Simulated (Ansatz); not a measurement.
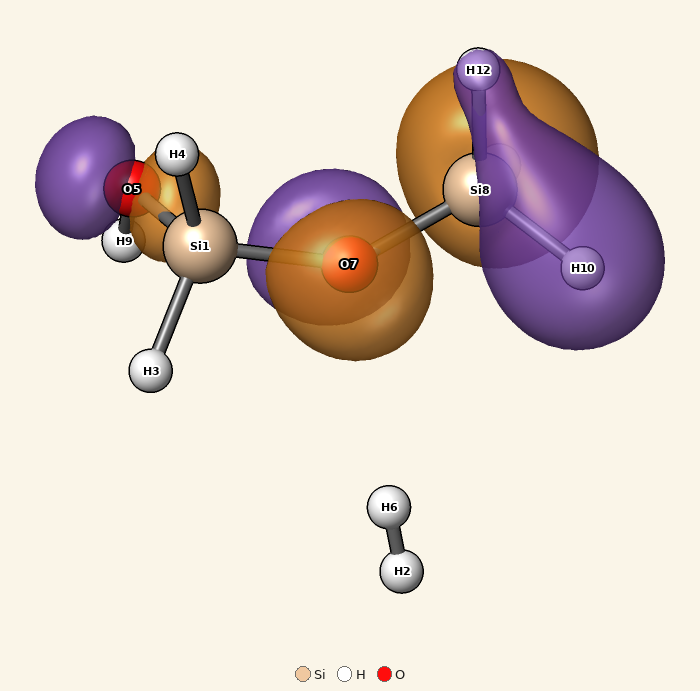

Figure 1: H$_{6}$O$_{2}$Si$_{2}$···H$_{2}$. The HOMO−1 at ±0.1 Å⁻³ᐟ² (orange and purple are the two phases), seen across its widest extent.

The product side of a reaction path; geometry: PBE0-D4/def2-TZVP; a saddle point, not a minimum.

These are results of Ansatz 0.2.0, RKS PBE0-D4/def2-TZVPP, not measurements.

```yaml
atoms:
  - { symbol: Si, position_ang: [-1.2116, -0.1009, 0.8931] }
  - { symbol: H, position_ang: [2.9448, -0.6711, 1.5137] }
  - { symbol: H, position_ang: [-0.6594, -0.2647, 2.2590] }
  - { symbol: H, position_ang: [-2.2801, 0.9198, 0.8274] }
  - { symbol: O, position_ang: [-1.9141, -1.4865, 0.3734] }
  - { symbol: H, position_ang: [2.3116, -0.3901, 1.2341] }
  - { symbol: O, position_ang: [0.0441, 0.3480, -0.0481] }
  - { symbol: Si, position_ang: [0.4521, 0.8695, -1.5475] }
  - { symbol: H, position_ang: [-1.4367, -2.3094, 0.4867] }
  - { symbol: H, position_ang: [1.7131, 1.6426, -1.4416] }
  - { symbol: H, position_ang: [0.6578, -0.2928, -2.4488] }
  - { symbol: H, position_ang: [-0.6217, 1.7357, -2.1014] }
```

Question: What is the character of this orbital?

Answer: Its weight (Hirshfeld) is mainly on O7 (about 30 %), Si8 (about 25 %), H11 (about 20 %), H10 (about 10 %) and O5 (about 10 %). Its energy is −9.01 eV.
